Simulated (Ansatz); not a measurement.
C$_{3}$H$_{3}$ClO (SMILES O=C/C=C/Cl)

Input file:

```
crystal:
  periodic: [false, false, false]
  atoms:
    - {symbol: C, position_ang: [-1.468344, 0.079642, -0.580370]}
    - {symbol: C, position_ang: [-0.221720, -0.204308, 0.143024]}
    - {symbol: C, position_ang: [0.918012, 0.398894, -0.237912]}
    - {symbol: Cl, position_ang: [2.437943, 0.157070, 0.517980]}
    - {symbol: O, position_ang: [-2.538713, -0.417093, -0.306783]}
    - {symbol: H, position_ang: [-1.359526, 0.810013, -1.429598]}
    - {symbol: H, position_ang: [-0.260871, -0.907608, 0.980752]}
    - {symbol: H, position_ang: [0.953708, 1.102862, -1.077449]}
basis:
  gaussian:
    orbitals: def2-TZVPD
magnetization:
  spin_polarized: false
hamiltonian:
  xc: pbe0
output:
  forces: true
  orbitals: {seedname: orbitals}
```

Run with:

```sh
ansatz run input.yaml --threads 2 --pin off --max-ram 5220MiB --events-out events.jsonl --progress --plain --runs-dir runs
```

Geometry: r2SCAN-D4/def2-SVP.

All numbers below come from isolated molecule in a Gaussian basis; Kohn-Sham density functional theory, functional PBE0 (Ansatz).

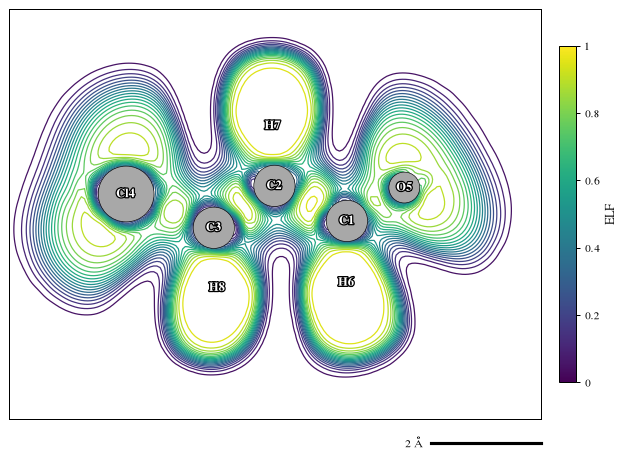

Figure 1. ELF on the molecular plane. Grey discs cover the atomic cores.

Question: Describe what can be read from this map.

Answer: The plane passes through C, Cl, O and H nuclei.
C–O (1.21 Å): the ELF peaks at about 0.85 between the atoms (a short, multiple covalent bond).
C–C (1.34 Å): the ELF peaks at about 0.95 between the atoms (a multiple bond).
C–Cl (1.71 Å): the ELF peaks at about 0.90 between the atoms, as expected for a covalent bond.
C–H (1.09 Å): the ELF climbs to about 1 towards the hydrogen, as it does in any bond to H (a covalent bond by its length).
C–C (1.47 Å): the ELF peaks at about 0.95 between the atoms: localised, covalent bonding.
The ELF also peaks beside Cl4 and O5, away from the bonds: lone-pair regions.

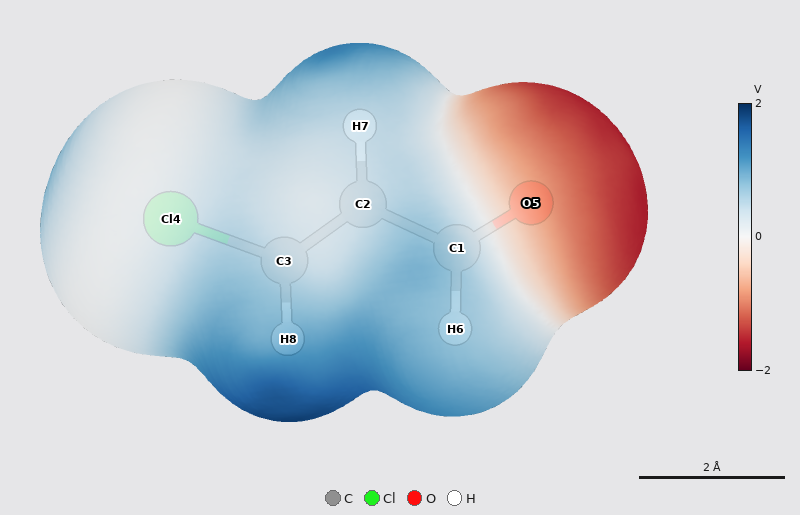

Figure 2. The molecular electrostatic potential painted on the density surface at 0.002 e/bohr³, seen at a tilt; the colour scale runs from red (negative) to blue (positive).

Question: Which sites attract a positive test charge, and which a negative one?

Answer: A positive charge is drawn to the negative regions and a negative charge to the positive ones. The most negative region (about −1.6 V) lies over O5, the most positive (about +1.8 V) over H8. Cl4 shows a σ-hole: about +1.0 V at the tip opposite its bond, against about +0.1 V on its flanks. O5 is the likeliest acceptor of a hydrogen bond.

Question: What dipole moment does the calculation give?

Answer: Its dipole moment is 2.71 D.

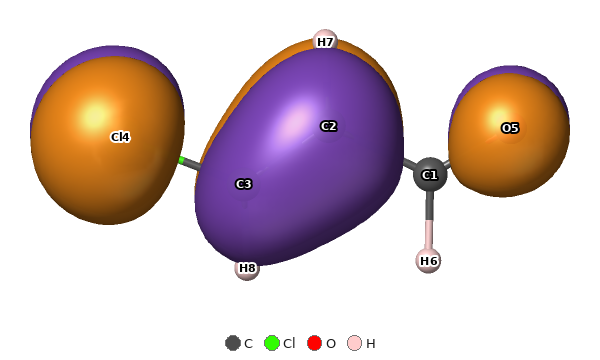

Figure 3. The HOMO−1 at ±0.08 Å⁻³ᐟ² (orange and purple are the two phases), seen across its widest extent.

Question: Where does this orbital lie, and at what energy?

Answer: By Hirshfeld shares it lies mainly on Cl4 (about 30 %), C2 (about 30 %), C3 (about 20 %) and O5 (about 10 %); it changes sign across the molecular plane (π type); π-bonding across C2–C3; π-antibonding (a node) across C3–Cl4. Its energy is −8.22 eV.
